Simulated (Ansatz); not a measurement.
Consider TiAs in the CsCl type structure (space group Pm-3m, No. 221; a = 3.194 Å; a hypothetical phase, not in the database extracts checked).

Structures relaxed with PBE in Ansatz (plane waves to 420 eV, PAW, no spin-orbit coupling).

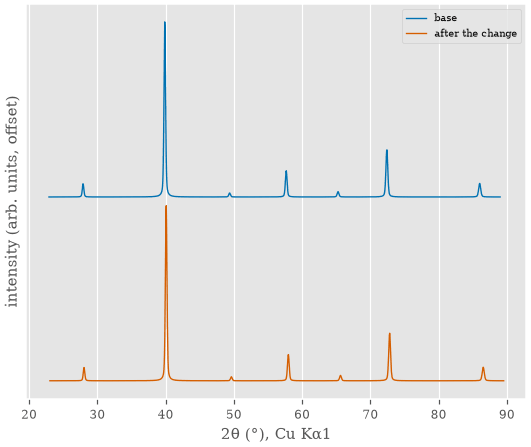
*Simulated powder patterns before (top) and after one change*

Question: Which of these changes matches the shifts?
A) pressure −2 GPa
B) pressure 18 GPa
C) pressure 4.2 GPa
D) pressure 1.8 GPa

Answer: D, pressure 1.8 GPa. Its volume per atom is 16.06 Å³ against 16.30 Å³, and its space group is Pm-3m (No. 221).

Load acts through the strain it causes; cell and atoms are relaxed under it. Whether these cells are dynamically stable was not tested. No other phases were tried under pressure. All final runs are without spin polarisation. An odd electron count without spin: TiAs. TiAs has a high density of states at the Fermi level and may be magnetic at this level.

Ansatz is a quantum-chemistry and plane-wave program.
